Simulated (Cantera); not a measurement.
Input: 1 mol TiO₂, 510 mol H₂, 0.96 mol H₂O, at 28000 Pa.

These are equilibrium values from Cantera (NASA tables, ideal gas, pure condensed phases), not measurements of a reactor. Candidate condensed phases: H₂O, Ti, TiO, TiO₂, Ti₂O₃, Ti₃O₅, Ti₄O₇; 12 gas species. Condensed phases not in the tables: Magnéli phases beyond Ti₄O₇. Rates play no part.

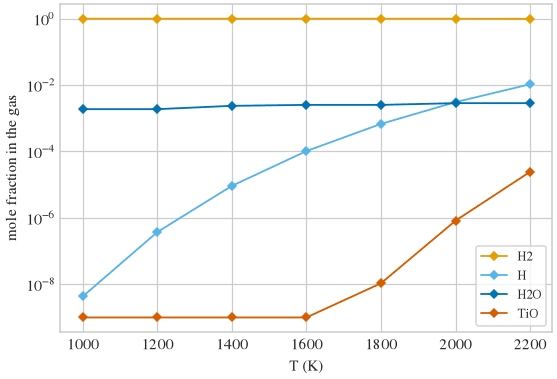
Fig. 1. Equilibrium gas composition (values under 1e-9 drawn at 1e-9)

**Question.** Read off the mole fractions at 2000 K.

**Answer.** H₂ about 0.99, H about 0.0031, H₂O about 0.0029, TiO about 8.2e-7.
